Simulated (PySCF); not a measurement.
# doublet SiH3Cl+: levels of theory compared

We compute a comparison of 6 runs (UB3LYP/STO-3G, UMP2/STO-3G, NEVPT2(3,3)/STO-3G, UCCSDT/STO-3G, ROCCSD(T)/STO-3G, FCI/STO-3G) of doublet SiH3Cl+. Input form: a Python script.

The results are computed with PySCF 2.14.0.

9 further runs of the same task are left out: 9 set aside as unsound or not needed.

### Step 1. Starting point

SiH3Cl+ has 5 atoms, charge +1, and is taken as a doublet. SMILES of the parent species: `[SiH3]Cl`. The shape is that of a PBE0-D4/def2-TZVP optimisation. That shape belongs to the parent species and isn't relaxed for this state.

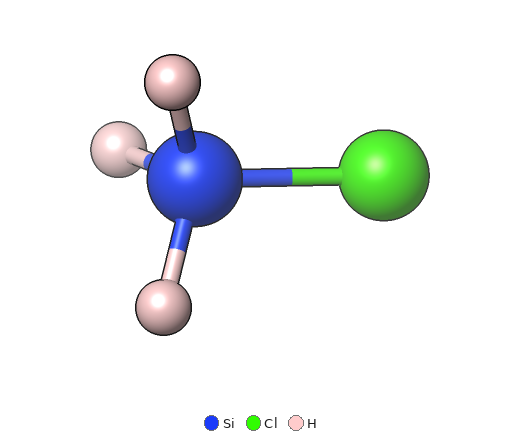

The structure, seen from a chosen angle (silicon blue, chlorine green, hydrogen pink).

### Step 2. A single-point energy at UB3LYP/STO-3G (run 1)

Contents of input.py:

```python
from pyscf import gto, dft

mol = gto.M(
    atom='''
Si    -0.211649     0.035149    -0.058393
Cl     3.473884    -0.970374     0.623421
H     -1.796941    -0.922753     2.039203
H     -1.010437    -1.106813    -2.484801
H     -0.360560     2.825896    -0.197854
''',
    charge=1,
    max_memory=1860,
    basis='sto-3g',
    spin=1,
    unit='bohr',
    verbose=4,
)

ks = dft.UKS(mol)
ks.xc = 'b3lyp'
ks.grids.level = 5
ks.conv_tol = 1e-10
ks.kernel()
if not ks.converged:
    ks = ks.newton().run(ks.mo_coeff, ks.mo_occ)

energy = ks.e_tot
print(f'total energy: {energy:.8f} hartree')
```

Command:

```console
OMP_NUM_THREADS=1 python input.py
```

What it wrote:

```text
PySCF version 2.14.0

[... 53 lines left out ...]
WARN: beta  nocc = 16  HOMO -0.347759625114312 >= LUMO -0.347748009027465
[... 66 lines left out ...]
converged SCF energy = -742.794366399116  <S^2> = 0.75280229  2S+1 = 2.0028003
total energy: -742.79436640 hartree
```

Wall time 8.7 s (1 thread of Arm Neoverse V1, shared host); peak memory 0.21 GiB.

### Step 3. The energy at UMP2/STO-3G (run 2)

Contents of calc.py:

```python
from pyscf import gto, scf, mp

mol = gto.M(
    atom='''
Si    -0.211649     0.035149    -0.058393
Cl     3.473884    -0.970374     0.623421
H     -1.796941    -0.922753     2.039203
H     -1.010437    -1.106813    -2.484801
H     -0.360560     2.825896    -0.197854
''',
    unit='bohr',
    basis='sto-3g',
    verbose=4,
    spin=1,
    max_memory=1860,
    charge=1,
)

calc0 = scf.UHF(mol)
calc0.conv_tol = 1e-10
calc0.kernel()
if not calc0.converged:
    calc0 = calc0.newton().run(calc0.mo_coeff, calc0.mo_occ)

pt = mp.MP2(calc0, frozen=10).run()
e_tot = pt.e_tot
print('Final energy', e_tot)
```

Command:

```console
OMP_NUM_THREADS=1 python calc.py
```

What it wrote:

```text
PySCF version 2.14.0

[... 39 lines left out ...]
WARN: beta  nocc = 16  HOMO -0.373521605127671 >= LUMO -0.373506153446681
[... 66 lines left out ...]
converged SCF energy = -741.628608662053  <S^2> = 0.7530762  2S+1 = 2.0030738
[... 1 line left out ...]
******** <class 'pyscf.mp.ump2.UMP2'> ********
nocc = (np.int64(7), np.int64(6)), nmo = (11, 11)
frozen orbitals 10
E(UMP2) = -741.672908498443  E_corr = -0.0442998363895599
E(SCS-UMP2) = -741.680026086161  E_corr = -0.0514174241079667
E_corr(same-spin) = -0.0020104379532752
E_corr(oppo-spin) = -0.0422893984362847
Final energy -741.6729084984429
```

It took 0.91 s on 1 thread of Arm Neoverse V1, shared host; peak memory 0.11 GiB.

### Step 4. A single-point energy at NEVPT2(3,3)/STO-3G (run 3)

Contents of mol.xyz:

```xyz
5
ClH3Si
Si    -0.112000     0.018600    -0.030900
Cl     1.838300    -0.513500     0.329900
H     -0.950900    -0.488300     1.079100
H     -0.534700    -0.585700    -1.314900
H     -0.190800     1.495400    -0.104700
```

Contents of job.py:

```python
import numpy
from pyscf import gto, scf, mp, mcscf, mrpt

mol = gto.Mole()
mol.atom = 'mol.xyz'
mol.verbose = 4
mol.spin = 1
mol.basis = 'sto-3g'
mol.max_memory = 1860
mol.charge = 1
mol.build()

hf = scf.ROHF(mol)
hf.conv_tol = 1e-10
hf.kernel()
if not hf.converged:
    hf = hf.newton().run(hf.mo_coeff, hf.mo_occ)

pt = mp.MP2(scf.addons.convert_to_uhf(hf)).run()
noons, natorbs = mcscf.addons.make_natural_orbitals(pt)
print('natural occupations', numpy.round(noons[:40], 4))
cas = mcscf.CASSCF(hf, 3, 3)
cas.fix_spin_(ss=0.75)
cas.natorb = True
cas.kernel(natorbs)
e_pt2 = mrpt.NEVPT(cas).kernel()
energy = cas.e_tot + e_pt2
print('E = %.10f Eh' % energy)
```

Command:

```console
OMP_NUM_THREADS=1 python job.py
```

What it wrote:

```text
PySCF version 2.14.0

[... 65 lines left out ...]
converged SCF energy = -741.627950423746
[... 33 lines left out ...]
sorting_mo_energy = False
[... 24 lines left out ...]
1-step CASSCF converged in   5 macro ( 70 JK  15 micro) steps
[... 2 lines left out ...]
Natural orbital (expansion on meta-Lowdin AOs) in CAS space
[... 10 lines left out ...]
CASSCF energy = -741.645391138515
[... 2 lines left out ...]
******** <class 'pyscf.mrpt.nevpt2.NEVPT'> ********
NEVPT2 (2e+1e, 3o), ncore = 15, nvir = 3
root = 0
Natural occ [1.97194604 1.00037321 0.02768075]
Natural orbital (expansion on meta-Lowdin AOs) in CAS space
               #1        #2        #3
0 Si 1s         -0.00014   0.00001   0.00096
0 Si 2s         -0.00089  -0.00012  -0.00613
0 Si 3s         -0.31691   0.00161   0.41380
[... 17 lines of this table left out ...]
4 H 1s           0.08175   0.08204  -0.06821
<CAS-nat-orb|mo-hf>  16     15      -0.87895949
<CAS-nat-orb|mo-hf>  17     17       0.99980231
<CAS-nat-orb|mo-hf>  18     19       0.72364759
<CAS-nat-orb|mo-hf>  18     20       0.61811579
Sr    (-1)',   E = -0.00005226277346
Si    (+1)',   E = -0.00026896262522
Sijrs (0)  ,   E = -0.02712217571752
Sijr  (+1) ,   E = -0.00322403543764
Srsi  (-1) ,   E = -0.00187386400172
Srs   (-2) ,   E = -0.00035232788569
Sij   (+2) ,   E = -0.00042713959704
Sir   (0)' ,   E = -0.00367940463523
Nevpt2 Energy = -0.037000172673514
E = -741.6823913112 Eh
```

It took 1.1 s on 1 thread of Arm Neoverse V1, shared host; peak memory 0.12 GiB.

Runs 4 to 5 aren't shown in full; the table further down has their settings and results.

### Step 5. The energy at FCI/STO-3G (run 6)

Contents of job.py:

```python
from pyscf import gto, scf, mcscf

mol = gto.Mole()
mol.atom = [
    ('Si', (-0.112000, 0.018600, -0.030900)),
    ('Cl', (1.838300, -0.513500, 0.329900)),
    ('H', (-0.950900, -0.488300, 1.079100)),
    ('H', (-0.534700, -0.585700, -1.314900)),
    ('H', (-0.190800, 1.495400, -0.104700)),
]
mol.max_memory = 1860
mol.verbose = 4
mol.basis = 'sto-3g'
mol.spin = 1
mol.charge = 1
mol.build()

hf = scf.ROHF(mol)
hf.conv_tol = 1e-10
hf.kernel()
if not hf.converged:
    hf = hf.newton().run(hf.mo_coeff, hf.mo_occ)

cas = mcscf.CASCI(hf, hf.mo_coeff.shape[-1] - 10, (mol.nelec[0] - 10, mol.nelec[1] - 10))  # full CI above the frozen core
cas.fix_spin_(ss=0.75)
cas.kernel()
etot = cas.e_tot
print('Final energy', etot)
```

Command:

```console
OMP_NUM_THREADS=1 python job.py
```

What it wrote:

```text
PySCF version 2.14.0

[... 65 lines left out ...]
converged SCF energy = -741.627950423746
[... 1 line left out ...]
******** <class 'pyscf.mcscf.casci.CASCI'> ********
CAS (7e+6e, 11o), ncore = 10, nvir = 0
natorb = False
canonicalization = True
sorting_mo_energy = False
******** <class 'pyscf.fci.addons.SpinPenaltyFCISolver'> ********
max. cycles = 200
conv_tol = 1e-08
davidson only = True
linear dependence = 1e-12
level shift = 0.001
max iter space = 12
nroots = 1
pspace_size = 400
spin = None
Density matrix diagonal elements [1.99769824 1.98383593 1.9966382  1.97456655 1.93565851 1.96532913
 1.03358646 0.02788049 0.02992248 0.02787454 0.02700947]
CASCI converged
CASCI E = -741.697999167922  E(CI) = -35.6439721094207  S^2 = 0.7500000
Final energy -741.6979991679218
```

It took 3.3 s on 1 thread of Arm Neoverse V1, shared host; peak memory 0.15 GiB.

### Step 6. Overview of the runs

| run | level | integration grid | frozen core orbitals | energy (Eh) | ⟨S²⟩ | wall time |
| --- | --- | --- | --- | --- | --- | --- |
| 1 | UB3LYP/STO-3G | 5 | – | -742.794366 | 0.753 | 8.7 s |
| 2 | UMP2/STO-3G | – | 10 | -741.672908 | 0.753 | 0.91 s |
| 3 | NEVPT2(3,3)/STO-3G | – | – | -741.682391 | – | 1.1 s |
| 4 | UCCSDT/STO-3G | – | 10 | -741.697961 | 0.753 | 1.6 s |
| 5 | ROCCSD(T)/STO-3G | – | 10 | -741.697437 | 0.750 | 1 s |
| 6 | FCI/STO-3G | – | 10 | -741.697999 | – | 3.3 s |

### Step 7. Results

| quantity | value |
| --- | --- |
| run 6: total energy | -741.69800 Eh |
| run 6: correlation energy (10 core orbitals frozen) | -70.0 mEh |

Against full CI in this basis: UMP2 +25.1 mEh; UCCSDT +0.0 mEh; ROCCSD(T) +0.6 mEh. In runs 1, 2, 3, 4, 5, 6 the basis is minimal, so the values are rough. All runs together took 17 s, the longest 8.7 s.
